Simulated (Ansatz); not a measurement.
**C8H13FHfO2 (SMILES C[O][Hf]1234([CH3])([O]C)[CH]5[CH]1[CH]2[C]3(F)[CH]54): density, localisation and related maps**

```json
{"atom": "C", "x (Å)": "2.2671", "y (Å)": "2.1970", "z (Å)": "0.8684"}
{"atom": "O", "x (Å)": "1.1074", "y (Å)": "1.4671", "z (Å)": "0.6540"}
{"atom": "Hf", "x (Å)": "-0.2187", "y (Å)": "0.1618", "z (Å)": "0.1842"}
{"atom": "C", "x (Å)": "-1.3046", "y (Å)": "-0.1659", "z (Å)": "2.1220"}
{"atom": "O", "x (Å)": "-1.5649", "y (Å)": "0.9982", "z (Å)": "-0.8998"}
{"atom": "C", "x (Å)": "-2.4453", "y (Å)": "1.5153", "z (Å)": "-1.8343"}
{"atom": "C", "x (Å)": "-0.0669", "y (Å)": "-2.3709", "z (Å)": "0.2376"}
{"atom": "C", "x (Å)": "-0.3469", "y (Å)": "-2.0010", "z (Å)": "-1.0882"}
{"atom": "C", "x (Å)": "0.7815", "y (Å)": "-1.3118", "z (Å)": "-1.6072"}
{"atom": "C", "x (Å)": "1.7528", "y (Å)": "-1.3222", "z (Å)": "-0.5920"}
{"atom": "F", "x (Å)": "2.9705", "y (Å)": "-0.7959", "z (Å)": "-0.7032"}
{"atom": "C", "x (Å)": "1.2446", "y (Å)": "-1.9341", "z (Å)": "0.5588"}
{"atom": "H", "x (Å)": "2.2485", "y (Å)": "3.1294", "z (Å)": "0.2930"}
{"atom": "H", "x (Å)": "2.3642", "y (Å)": "2.4544", "z (Å)": "1.9287"}
{"atom": "H", "x (Å)": "3.1529", "y (Å)": "1.6257", "z (Å)": "0.5703"}
{"atom": "H", "x (Å)": "-2.1921", "y (Å)": "-0.7989", "z (Å)": "2.0124"}
{"atom": "H", "x (Å)": "-0.6805", "y (Å)": "-0.6093", "z (Å)": "2.9050"}
{"atom": "H", "x (Å)": "-1.6467", "y (Å)": "0.8092", "z (Å)": "2.4914"}
{"atom": "H", "x (Å)": "-3.4432", "y (Å)": "1.6329", "z (Å)": "-1.3975"}
{"atom": "H", "x (Å)": "-2.1102", "y (Å)": "2.4978", "z (Å)": "-2.1861"}
{"atom": "H", "x (Å)": "-2.5316", "y (Å)": "0.8526", "z (Å)": "-2.7043"}
{"atom": "H", "x (Å)": "-0.7315", "y (Å)": "-2.8931", "z (Å)": "0.9080"}
{"atom": "H", "x (Å)": "-1.2679", "y (Å)": "-2.1835", "z (Å)": "-1.6215"}
{"atom": "H", "x (Å)": "0.9005", "y (Å)": "-0.9016", "z (Å)": "-2.5986"}
{"atom": "H", "x (Å)": "1.7611", "y (Å)": "-2.0531", "z (Å)": "1.4989"}
```

Geometry: PBE0-D4/def2-TZVP; core potentials replace the inner electrons of Hf.

The calculation used RKS PBE0-D4/def2-TZVPP (Ansatz).

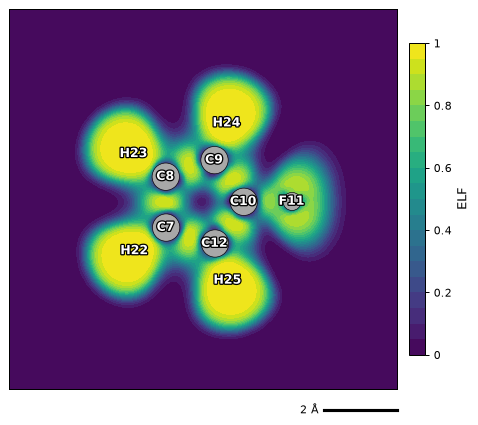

Figure 1. Electron localisation function on the plane of atoms C8, C9 and C10. Grey discs cover the atomic cores.

Q: What do the fields say about this system?

A: Atoms in the plane: C, F and H.
C–F (1.33 Å): the ELF peaks at about 0.85 between the atoms (a polar covalent bond).
C–C (1.40 Å): the ELF peaks at about 0.95 between the atoms (a covalent bond).
C–H (1.08 Å): the ELF climbs to about 1 towards the hydrogen, as it does in any bond to H; a covalent bond by its length.
The ELF also peaks beside F11, away from the bonds: lone-pair regions.

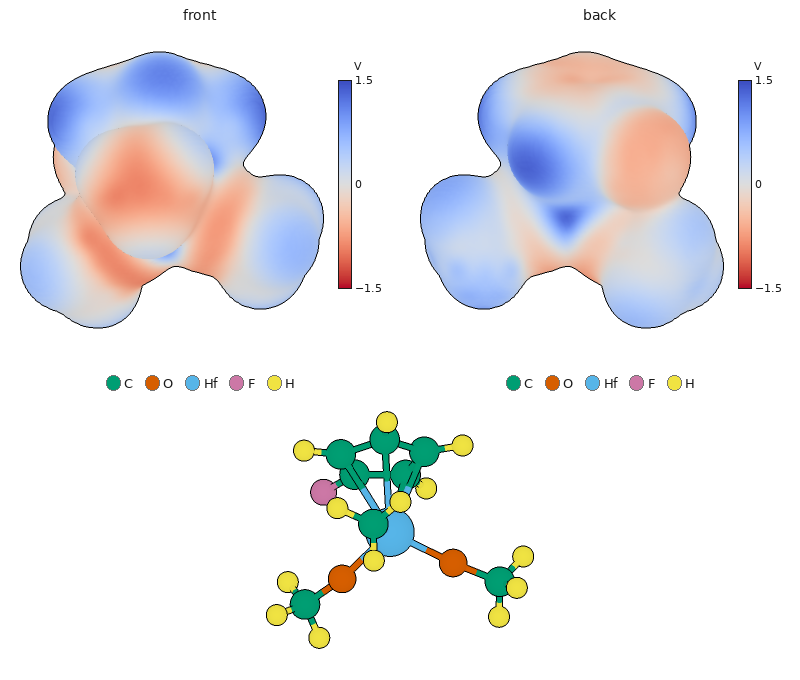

Figure 2. The molecular electrostatic potential painted on the density surface at 0.002 e/bohr³, seen from the front and from behind; the colour scale runs from red (negative) to blue (positive). The bare structure is drawn below in the same view.

Q: Which sites attract a positive test charge, and which a negative one?

A: A positive charge is drawn to the negative regions and a negative charge to the positive ones. The most negative region (about −0.9 V) lies over O2 and C4, the most positive (about +1.2 V) over Hf3, H23, H24 and H25.

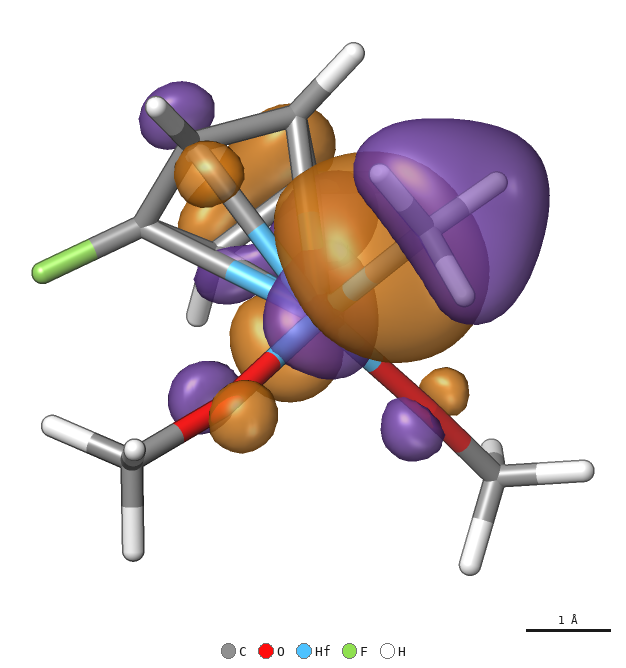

Figure 3. The HOMO−1 at ±0.1 Å⁻³ᐟ² (orange and purple are the two phases), seen at a tilt.

Q: What is the character of this orbital?

A: By Hirshfeld shares it lies mainly on C4 (about 45 %) and Hf3 (about 20 %). Its energy is −7.03 eV.
